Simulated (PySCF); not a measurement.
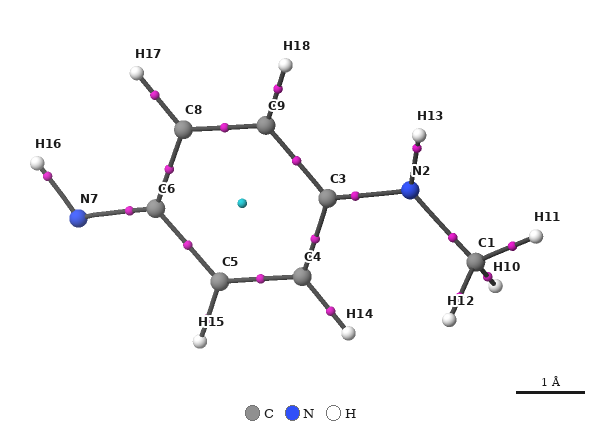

*C7H9N2, doublet, SMILES `CNc1ccc([NH])cc1`. Molecular graph of the electron density (QTAIM): bond paths, bond critical points (magenta), ring points (cyan, if any); weak paths are dashed.*

PySCF calculation, HF/def2-SVP, gas phase; geometry: GFN2-xTB. No frequency check shows the geometry to be a minimum. The stability of the open-shell solution wasn't checked. GFN2-xTB doesn't know the spin state, so this open-shell geometry is rough.

### How many critical points of each kind are there, and does the count close?

18 nuclei, 18 bond, 1 ring and 0 cage critical points: 18 − 18 + 1 − 0 = 1, as the Poincaré–Hopf relation requires.

### What does the calculation give at each kind of bond critical point?

| bond | length (Å) | ρ (a.u.) | ∇²ρ (a.u.) | ε | H (a.u.) |
| --- | --- | --- | --- | --- | --- |
| C6–N7 | 1.304 | 0.370 | −0.86 | 0.15 | −0.667 |
| N2–H13 | 1.007 | 0.344 | −1.66 | 0.07 | −0.464 |
| N7–H16 | 1.019 | 0.342 | −1.63 | 0.01 | −0.458 |
| C8–C9 | 1.362 | 0.333 | −0.97 | 0.29 | −0.350 |
| C4–C5 | 1.363 | 0.333 | −0.98 | 0.27 | −0.349 |
| N2–C3 | 1.362 | 0.320 | −0.84 | 0.08 | −0.538 |
| C3–C9 | 1.410 | 0.310 | −0.88 | 0.22 | −0.304 |
| C3–C4 | 1.409 | 0.310 | −0.87 | 0.23 | −0.304 |
| C5–C6 | 1.431 | 0.303 | −0.86 | 0.17 | −0.289 |
| C6–C8 | 1.436 | 0.298 | −0.84 | 0.17 | −0.282 |
| C5–H15 | 1.078 | 0.291 | −1.16 | 0.02 | −0.329 |
| C4–H14 | 1.079 | 0.289 | −1.13 | 0.03 | −0.324 |
| C1–H11 | 1.087 | 0.288 | −1.13 | 0.03 | −0.322 |
| C8–H17 | 1.082 | 0.287 | −1.11 | 0.02 | −0.321 |
| C1–H10 | 1.092 | 0.286 | −1.11 | 0.04 | −0.318 |
| C9–H18 | 1.083 | 0.286 | −1.10 | 0.03 | −0.318 |
| C1–H12 | 1.096 | 0.284 | −1.08 | 0.04 | −0.312 |
| C1–N2 | 1.438 | 0.273 | −0.79 | 0.04 | −0.406 |

### What kind of interaction is C6–N7?

Shared-shell (covalent): ρ = 0.370, ∇²ρ = −0.86, H = −0.667 a.u. Its ellipticity of 0.15 shows that the density isn't cylindrical about the bond.

Cost of the run: 16 s on 1 thread of AMD EPYC (Zen 3), with other jobs on the host, peak memory 0.31 GiB.
